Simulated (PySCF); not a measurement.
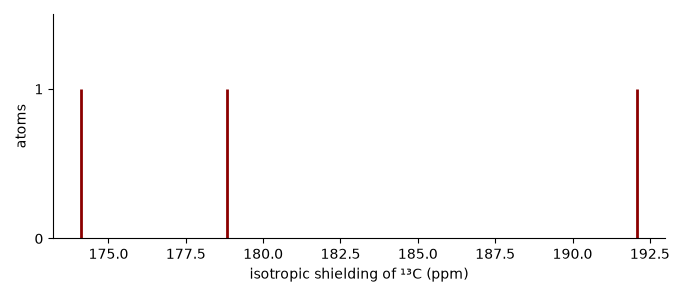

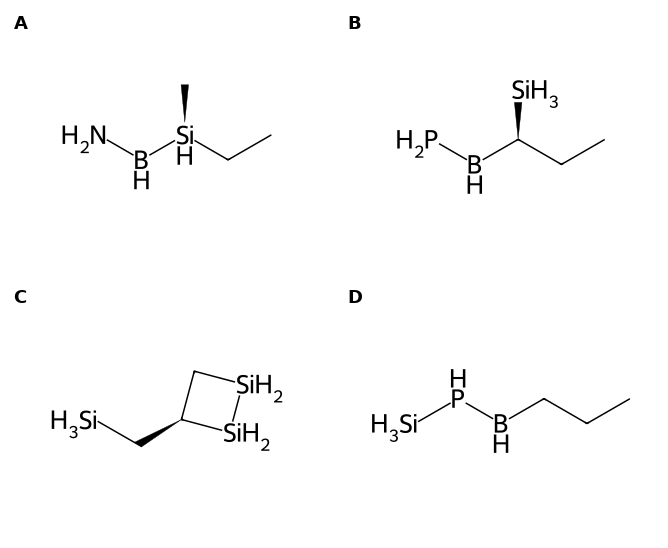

The sticks are computed shieldings of one of the molecules, for one fixed geometry (GFN2-xTB) without averaging over rotations. Low shielding means a high chemical shift. Method: GIAO PBE0/pcSseg-1 NMR shielding, non-relativistic, gas phase (PySCF 2.14.0).

### Which molecule gives this pattern?

A, `CC[Si@H](C)BN`. Its 3 C atoms give lines at 174.1, 178.8, 192.1 ppm.

The geometry is semi-empirical. Around B, Si such bond lengths and angles can be off by a tenth of an ångström or more and by several degrees, and values that hang on the shape move with them.
